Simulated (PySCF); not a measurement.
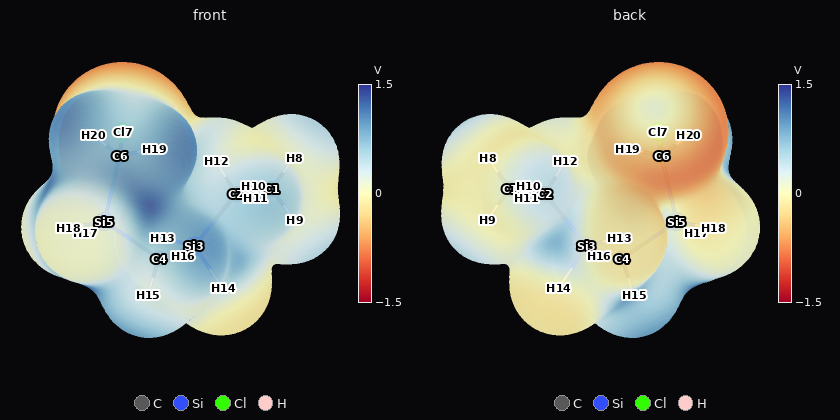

*C4H13ClSi2. The electrostatic potential painted on the density surface at 0.002 e/bohr³, seen from the front and from behind; the colour scale runs from red (negative) to blue (positive).*

Geometry: GFN2-xTB.

Level of theory: PySCF 2.14.0, PBE0/pcSseg-1, SCF density, gas phase, non-relativistic.

Input file:

```
{"job": {"kind": "nmr", "xc": "PBE0", "basis": "pcSseg-1"}, "charge": 0, "multiplicity": 1}
C      2.710819     1.377745    -0.487057
C      1.332961     0.969216     0.023400
Si     1.041451    -0.905306    -0.115859
C     -0.529805    -1.422737     0.840582
Si    -2.213638    -1.199914     0.003292
C     -2.503450     0.628586    -0.488181
Cl    -1.686452     0.979018    -2.035619
H      2.835651     2.459449    -0.446666
H      3.495739     0.921157     0.113244
H      2.847762     1.056573    -1.517651
H      1.231206     1.292696     1.061504
H      0.578038     1.512542    -0.545108
H      0.943470    -1.317766    -1.519946
H      2.185542    -1.603787     0.494855
H     -0.433534    -2.481172     1.078375
H     -0.546291    -0.902662     1.799071
H     -3.297736    -1.529572     0.942916
H     -2.333456    -2.010263    -1.208582
H     -2.106448     1.335837     0.236570
H     -3.556979     0.851037    -0.641875
```

Run with:

```sh
OMP_NUM_THREADS=1 python probes_run.py task.json out
```

### Which sites attract a positive test charge, and which a negative one?

A positive charge is drawn to the negative regions and a negative charge to the positive ones. The most negative region (about −0.8 V) lies over Cl7, the most positive (about +1.2 V) over Si5.
